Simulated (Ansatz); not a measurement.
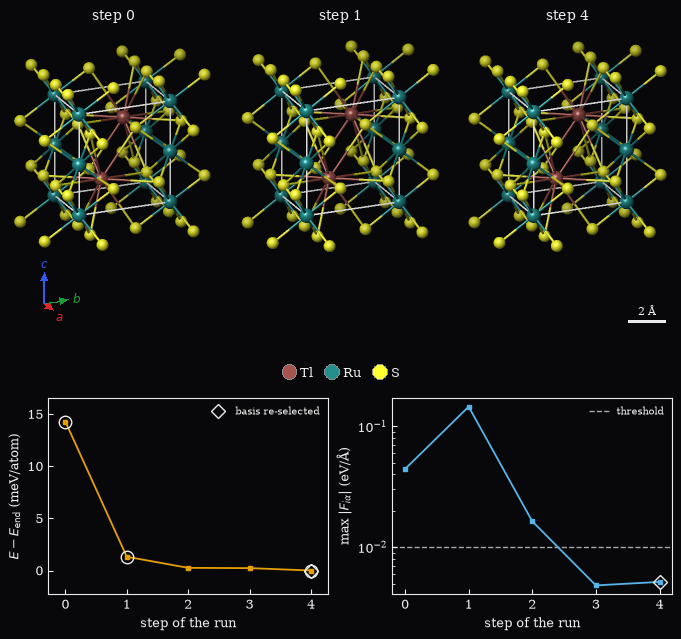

Frames of a relaxation of a crystal of TlRuS$_{3}$ (a generated structure, set up in P6_3/mmc), marked on the history of the run. The picture is a ball-and-stick view of the cell of the calculation, seen slightly off an axis.

Level of theory: DFT PBE, scalar-relativistic, plane waves, PAW (Ansatz 0.2.0).

The input:
```yaml
crystal:
  lattice:
    - [6.583995, 0.0, 0.0]
    - [-3.2919975, 5.70190693, 0.0]
    - [0.0, 0.0, 5.5305558]
  atoms:
    - { symbol: Tl, position: [0.33333333, 0.66666667, 0.75] }
    - { symbol: Tl, position: [0.66666667, 0.33333333, 0.25] }
    - { symbol: Ru, position: [0.0, 0.0, 0.0] }
    - { symbol: Ru, position: [0.0, 0.0, 0.5] }
    - { symbol: S, position: [0.83333333, 0.66666667, 0.75] }
    - { symbol: S, position: [0.33333333, 0.16666667, 0.75] }
    - { symbol: S, position: [0.83333333, 0.16666667, 0.75] }
    - { symbol: S, position: [0.16666667, 0.33333333, 0.25] }
    - { symbol: S, position: [0.66666667, 0.83333333, 0.25] }
    - { symbol: S, position: [0.16666667, 0.83333333, 0.25] }
basis:
  ecutwfc: 420
kpoints:
  mp_grid: { grid: [6, 6, 8] }
hamiltonian:
  xc: pbe
scf:
  occupations: { method: gaussian, width: 0.1 }
output:
  forces: true
  stress: true
  eigenvalues: true
  write_density: true
  write_potential: true
  elf: true
  volumetric_format: npy
relax:
  adjacent_minimum: "off"
  f_tol: 0.01
  max_steps: 80
  cell: { stress_tol: 0.05 }
```

Run as
```bash
ansatz run input.yaml --threads 1 --pin off --max-ram 2560MiB --backend cpu --events-out ev --progress --plain --runs-dir out
```

### What happens along the run?

The largest moves relative to the cell, 0.055 Å, are those of S5, S6, S7, S8, S9 and S10. S7 goes along [1 −1 0]. Tl and Ru stay in place. The volume changes by +7.3 %, with a = b 6.584 → 6.723 Å (+2.1 %), c 5.531 → 5.689 Å (+2.9 %). Among the contacts that change: Tl1–S10 3.355 → 3.475 Å, Ru3–Ru4 2.765 → 2.845 Å, Tl1–S5 3.292 → 3.362 Å, Ru3–S10 2.350 → 2.362 Å. The space group stays P6_3/mmc (No. 194). Over 3 accepted moves (4 points after the start) the energy falls by 14.3 meV per atom. Largest force component: 0.044 eV/Å at the start, 0.0052 eV/Å at the end. Pressure: 2.91 GPa at the start and −0.01 GPa at the end. At 1 point the geometry stayed and the basis and grid were re-selected for the new cell (energy shift of 0.2 meV per atom at most each time). From step 0 to 1: S atoms move most (0.07 Å), volume +7.8 %, energy −13.0 meV per atom. From step 1 to 4: volume −0.5 %, energy −1.3 meV per atom.

```
step  E − E(0), meV/atom  largest force component, eV/Å  pressure, GPa  volume, Å³/atom                      note
   0                0.00                         0.0443           2.91           20.762                          
   1              -12.96                         0.1454           0.11           22.387                          
   2              -14.03                         0.0164          -0.08           22.267                          
   3              -14.05                         0.0048          -0.01           22.269                          
   4              -14.28                         0.0052          -0.01           22.269  same geometry, new basis
```
